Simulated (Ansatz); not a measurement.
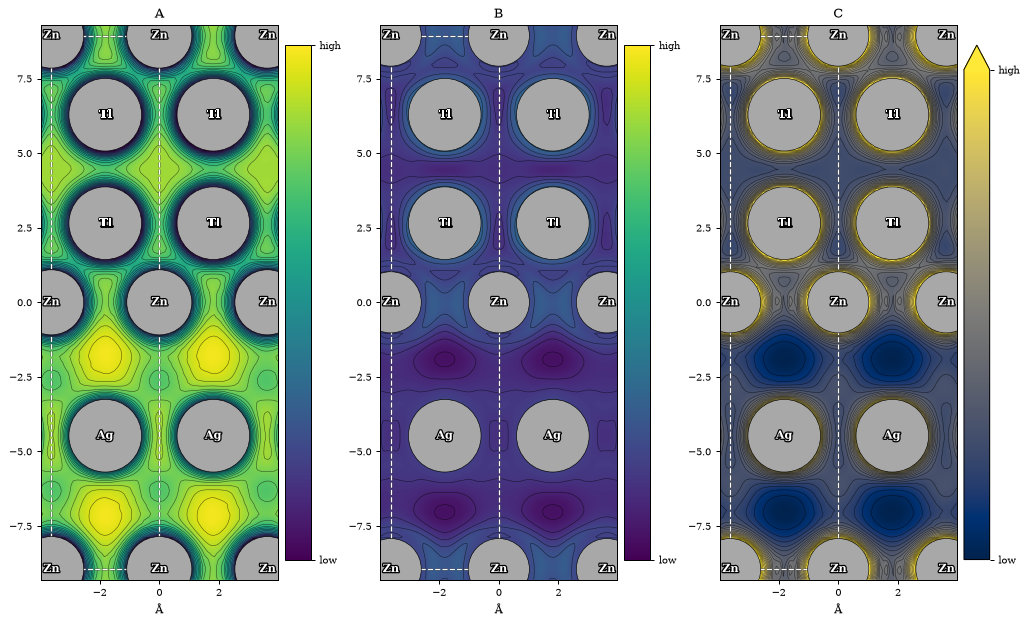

Tl2Zn2Ag: 3 fields on the (100) plane of the conventional cell, with unlabelled colour scales. Grey discs cover the atomic cores.

Space group I4/mmm; started from the ThCr2Si2_139 prototype, which need not be the ambient phase; computed without spin polarisation.

Theory: DFT PBE, scalar-relativistic, plane waves, PAW in Ansatz.

Question: Match the panels to the quantities (electron localisation function, electrostatic potential energy of an electron and valence pseudo-density).

Answer: Panel A: electrostatic potential energy of an electron (low next to the atoms, rising into the space between them). Panel B: electron localisation function. Panel C: valence pseudo-density. From the grid: Tl–Zn (3.21 Å): ρ at the midpoint is about 0.13 e/Å³; the ELF is about 0.20 at the midpoint: no localised pair shows between them.
